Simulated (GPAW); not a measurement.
Consider MoRh (P-6m2).

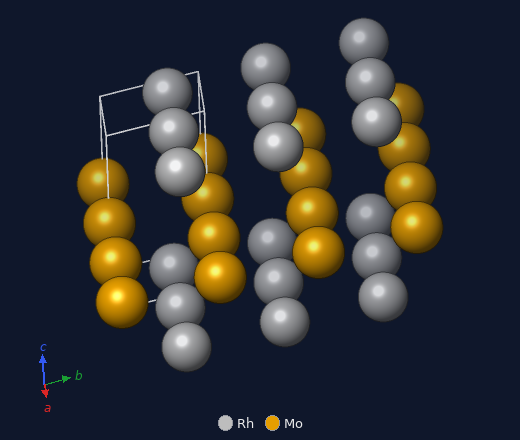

The structure (rhodium light grey, molybdenum orange). 3×3×1 cells are drawn. Some periodic images of atoms are drawn too.

```cif
data_structure
_symmetry_space_group_name_H-M 'P 1'
_symmetry_Int_Tables_number 1
_cell_length_a 2.7954
_cell_length_b 2.7954
_cell_length_c 4.4374
_cell_angle_alpha 90.000
_cell_angle_beta 90.000
_cell_angle_gamma 120.000
_cell_volume 30.03
loop_
_atom_site_label
_atom_site_type_symbol
_atom_site_fract_x
_atom_site_fract_y
_atom_site_fract_z
_atom_site_occupancy
Rh1 Rh 0.33333 0.66667 0.00000 1
Mo2 Mo 0.00000 0.00000 0.50000 1
```

Absorber: atom 2, with 6 Rh at 2.74 Å and 6 Mo at 2.80 Å (anticuboctahedral, as in hcp, site symmetry -6m2). Method: GPAW, LDA, excited-electron core hole (neutral cell), 16-atom cell with 6.6 Å between holes, 4×4×4 k points, dipole transitions, Gaussian full width 1.78 eV up to 4 eV, rising linearly to 3.5 eV at 25 eV.

Predict the near-edge structure at the Mo L₃ edge.

Main maxima up to 30 eV above the zero (height): 1.4 eV (3.54), 15.2 eV (0.83) and 27.4 eV (0.62). At an L edge the dipole rule selects empty d (and weakly s) states on the absorber, and the strong line at the onset measures the empty part of its d band. 

The Mo L₃ spectrum (energy from the lowest empty level; intensity scaled to a mean of 1 over the first 20 eV; polarised curves are means over the symmetry-equivalent atoms):

```csv
E (eV),isotropic,ε ⊥ c,ε ∥ c
-2.0,0.01,0.01,0.01
-0.5,0.82,0.81,0.84
1.0,3.29,3.07,3.74
2.5,2.59,2.57,2.65
4.0,1.12,1.32,0.71
5.5,0.63,0.67,0.55
7.0,0.43,0.41,0.46
8.5,0.32,0.30,0.35
10.0,0.58,0.55,0.62
11.5,0.70,0.69,0.73
13.0,0.65,0.64,0.67
14.5,0.79,0.79,0.78
16.0,0.80,0.82,0.74
17.5,0.66,0.67,0.65
19.0,0.53,0.54,0.53
20.5,0.45,0.45,0.44
22.0,0.45,0.44,0.46
23.5,0.50,0.48,0.52
25.0,0.57,0.56,0.58
26.5,0.61,0.62,0.59
28.0,0.62,0.63,0.58
29.5,0.56,0.56,0.55
31.0,0.46,0.45,0.48
```

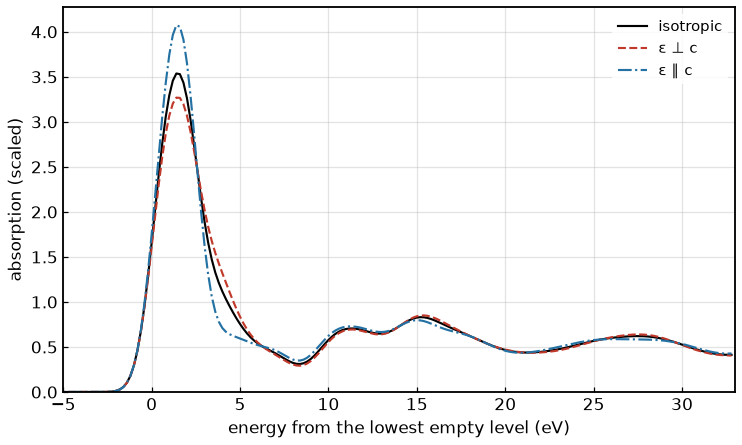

The Mo L₃ edge.

Only the L₃ part is meant: spin–orbit coupling of the core level isn't computed and the L₂ copy isn't added. The script folds with a Gaussian, whereas the core hole's own line is a Lorentzian, so the onset is too steep and the first peak too high. The structure is a computed Materials Project entry and may be a hypothetical form.

[Banner, clock and machine lines of the logs are left out without a mark of their own.]

[Logs are printed without paths, hosts, clocks, repeated set-up lines and the standing remarks that a program may print on its own settings, such as how far it seeks lower states.]

[Hosts, paths, dates, database ids (printed as entryN), source tags and the programs' standing remarks are cut or masked in the printed files.]

[Lists of maxima count a maximum above −3 eV only where it reaches 4 % of the highest in the window and stands out from its surroundings by 2 % of it (1.5 % where it reaches 55 %); shoulders and weaker maxima are passed over, and of the rest the first, up to two pre-edge ones and the few strongest are named.]
